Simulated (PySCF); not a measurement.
# C2H6LiN (SMILES [Li][N](C)C) at 6 levels

Wanted: a comparison of 6 runs (HF/STO-3G, HF/3-21G, BP86/6-31G, TPSSh/def2-TZVP, PBE0/pcseg-2, MP2/def2-SVP) of C2H6LiN. 

The results are computed with PySCF 2.14.0.

## (1) Starting point

C2H6LiN has 10 atoms, charge 0, and is taken as a singlet. SMILES: `[Li][N](C)C`. Geometry: relaxed at PBE0-D4/def2-TZVP.

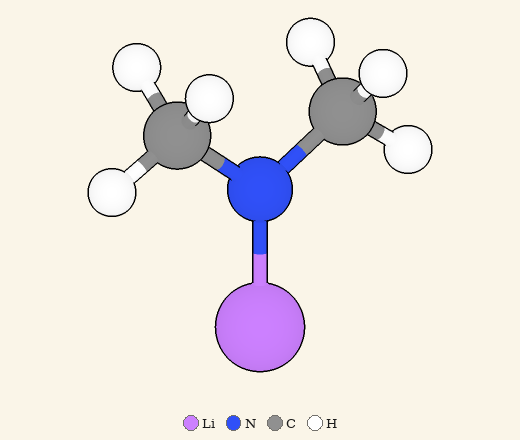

Viewed from a chosen angle; lithium purple, nitrogen blue, carbon grey, hydrogen white.

## (2) Energy and forces at HF/STO-3G (run 1)

The input, geometry.xyz:

```xyz
10
C2H6LiN
Li    -1.785100    -0.986400    -1.208700
N     -0.474200    -0.268400    -0.324500
C      0.116700     1.006300    -0.604200
C      0.189400    -0.858100     0.800000
H     -0.364300     1.495300    -1.462000
H      0.043400     1.715300     0.245400
H      1.197800     0.941500    -0.843100
H     -0.234300    -1.840000     1.050100
H      0.119600    -0.240700     1.718700
H      1.274100    -1.015900     0.631200
```

The input, input.py:

```python
import pyscf.grad
from pyscf import gto, scf

mol = gto.M(
    atom='geometry.xyz',
    basis='sto-3g',
    verbose=4,
    max_memory=1860,
)

mf = scf.RHF(mol)
mf.conv_tol = 1e-10
mf.kernel()
if not mf.converged:
    mf = mf.newton().run(mf.mo_coeff, mf.mo_occ)

energy = mf.e_tot
print(f'total energy: {energy:.8f} hartree')
grad = mf.Gradients().kernel()
dip = mf.dip_moment()
pop, q = mf.mulliken_pop()
```

Launch:

```console
$ OMP_NUM_THREADS=1 python input.py
```

The program printed:

```text
PySCF version 2.14.0

[... 64 lines left out ...]
converged SCF energy = -139.357502476488
total energy: -139.35750248 hartree
[... 11 lines left out ...]
Dipole moment(X, Y, Z, Debye): -2.59693, -1.42329, -1.75137
[... 37 lines left out ...]
charge of    9H =      0.03200
```

It took 3.3 s on 1 thread of Intel Xeon at 2.50GHz (Skylake/Cascade Lake), shared host; peak memory 0.12 GiB.

## (3) Energy and forces at HF/3-21G (run 2)

The input, start.xyz:

```xyz
10

Li    -1.785100    -0.986400    -1.208700
N     -0.474200    -0.268400    -0.324500
C      0.116700     1.006300    -0.604200
C      0.189400    -0.858100     0.800000
H     -0.364300     1.495300    -1.462000
H      0.043400     1.715300     0.245400
H      1.197800     0.941500    -0.843100
H     -0.234300    -1.840000     1.050100
H      0.119600    -0.240700     1.718700
H      1.274100    -1.015900     0.631200
```

The input, job.py:

```python
import pyscf.grad
from pyscf import gto

mol = gto.M(
    atom='start.xyz',
    spin=0,
    max_memory=1860,
    basis='3-21g',
    charge=0,
    verbose=4,
)

mf = mol.RHF()
mf.conv_tol = 1e-10
mf.kernel()
if not mf.converged:
    mf = mf.newton().run(mf.mo_coeff, mf.mo_occ)

energy = mf.e_tot
print(f'total energy: {energy:.8f} hartree')
grad = mf.Gradients().kernel()
mf.analyze()
```

Launch:

```console
$ OMP_NUM_THREADS=1 python job.py
```

The program printed:

```text
PySCF version 2.14.0

[... 81 lines left out ...]
Two-electron Energy =                  141.341747552760523
[... 11 lines left out ...]
MO #8   energy= -0.567346013562867 occ= 2
[... 9 lines left out ...]
MO #18  energy= 0.112858869570751  occ= 0
[... 9 lines left out ...]
MO #28  energy= 0.42437058373385   occ= 0
[... 9 lines left out ...]
MO #38  energy= 1.35877709469772   occ= 0
[... 9 lines left out ...]
MO #48  energy= 2.97657702148885   occ= 0
[... 61 lines left out ...]
Dipole moment(X, Y, Z, Debye): -3.96192, -2.17078, -2.67254
```

It took 3.9 s on 1 thread of Intel Xeon at 2.50GHz (Skylake/Cascade Lake), shared host; peak memory 0.12 GiB.

Runs 3 to 5 aren't shown in full; the table further down has their settings and results.

## (4) Energy and gradient at MP2/def2-SVP (run 6)

The input, input.xyz:

```xyz
10

Li    -1.785100    -0.986400    -1.208700
N     -0.474200    -0.268400    -0.324500
C      0.116700     1.006300    -0.604200
C      0.189400    -0.858100     0.800000
H     -0.364300     1.495300    -1.462000
H      0.043400     1.715300     0.245400
H      1.197800     0.941500    -0.843100
H     -0.234300    -1.840000     1.050100
H      0.119600    -0.240700     1.718700
H      1.274100    -1.015900     0.631200
```

The input, run.py:

```python
import pyscf.grad
from pyscf import gto, mp

mol = gto.M(
    atom='input.xyz',
    basis='def2-svp',
    charge=0,
    verbose=3,
    max_memory=1860,
)

mf = mol.RHF()
mf.conv_tol = 1e-10
mf.kernel()
if not mf.converged:
    mf = mf.newton().run(mf.mo_coeff, mf.mo_occ)

pt = mp.MP2(mf, frozen=3).run()
e_final = pt.e_tot
print('E = %.10f Eh' % e_final)
grad = pt.Gradients().kernel()
mf.analyze()
```

Launch:

```console
$ OMP_NUM_THREADS=1 python run.py
```

The program printed:

```text
converged SCF energy = -140.995942247021
[... 22 lines left out ...]
MO #11  energy= -0.477336986764027 occ= 2
[... 13 lines left out ...]
MO #25  energy= 0.340072892803887  occ= 0
[... 13 lines left out ...]
MO #39  energy= 0.93847973604434   occ= 0
[... 13 lines left out ...]
MO #53  energy= 1.8561870685362    occ= 0
[... 13 lines left out ...]
MO #67  energy= 2.59750894233328   occ= 0
[... 13 lines left out ...]
MO #81  energy= 3.595253611144     occ= 0
[... 11 lines left out ...]
Dipole moment(X, Y, Z, Debye): -4.27518, -2.34203, -2.88349
```

It took 21 s on 1 thread of Intel Xeon at 2.50GHz (Skylake/Cascade Lake), shared host; peak memory 0.39 GiB.

## (5) The series

```csv
run,level,integration grid,frozen core orbitals,energy (Eh),dipole moment (D) of the reference,HOMO energy (eV),LUMO energy (eV),wall time
1,HF/STO-3G,–,–,-139.357502,3.44,-5.37,2.46,3.3 s
2,HF/3-21G,–,–,-140.309382,5.25,-6.70,0.20,3.9 s
3,BP86/6-31G,5,–,-142.029985,4.77,-2.82,-1.35,37 s
4,TPSSh/def2-TZVP,5,–,-142.140359,5.59,-3.45,-1.29,3.7 min
5,PBE0/pcseg-2,5,–,-141.942824,5.64,-4.14,-1.11,5.5 min
6,MP2/def2-SVP,–,3,-141.472789,5.66,-6.93,0.20,21 s
```

## (6) Summary of results

| quantity | value |
| --- | --- |
| run 6: total energy | -141.47279 Eh |
| run 6: dipole moment (Hartree–Fock density) | 5.66 D |
| run 6: HOMO energy (Hartree–Fock orbitals) | -6.93 eV |
| run 6: LUMO energy (Hartree–Fock orbitals) | 0.20 eV |
| run 6: HOMO–LUMO gap (Hartree–Fock orbitals) | 7.13 eV |
| run 6: correlation energy (3 core orbitals frozen) | -476.8 mEh |
| run 6: largest force on an atom | 0.298 eV/Å |

Over runs 1, 2, 3, 4, 5 the dipole moment (its size) runs from 3.44 D (HF/STO-3G) to 5.64 D (PBE0/pcseg-2). The two ends differ in method and basis. Over runs 1, 2, 3, 4, 5 the HOMO–LUMO gap runs from 1.47 eV (BP86/6-31G) to 7.83 eV (HF/STO-3G). Totals of different functionals can't be ranked against each other. In run 1 the basis is minimal, so the values are rough. All runs together took 10 min, the longest 5.5 min.
